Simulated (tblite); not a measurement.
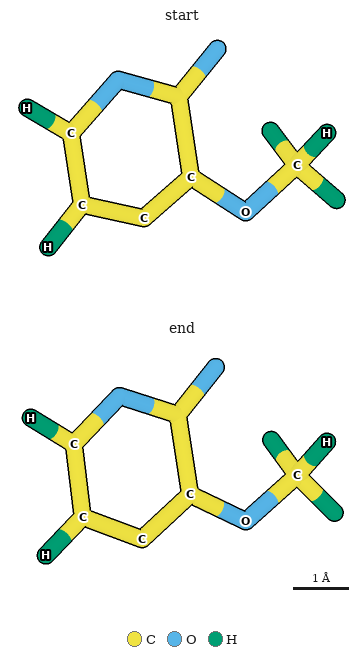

The structure of C$_{6}$H$_{5}$O$_{3}$ (multiplicity 2) before (top) and after (bottom) a relaxation, at one scale.

Style: stick. Shown at a tilt.

Theory: GFN2-xTB geometry optimisation, gas phase (tblite 0.8.0). 

> Describe what moved and what it gained.

Over 28 geometry steps the energy falls by 10.9 kcal/mol. A C atom moves most after the best rigid fit: 0.15 Å. By element the largest moves are C 0.15 Å, H 0.10 Å, O 0.10 Å. Among the contacts that change: C–O 1.430 → 1.340 Å, C–C 1.290 → 1.342 Å, C–O 1.394 → 1.346 Å, C–C 1.329 → 1.353 Å. Bond angles that change, for instance: C–C–C 134.0° → 125.5°, C–O–C 114.9° → 122.1°, O–C–C 129.0° → 122.7°.
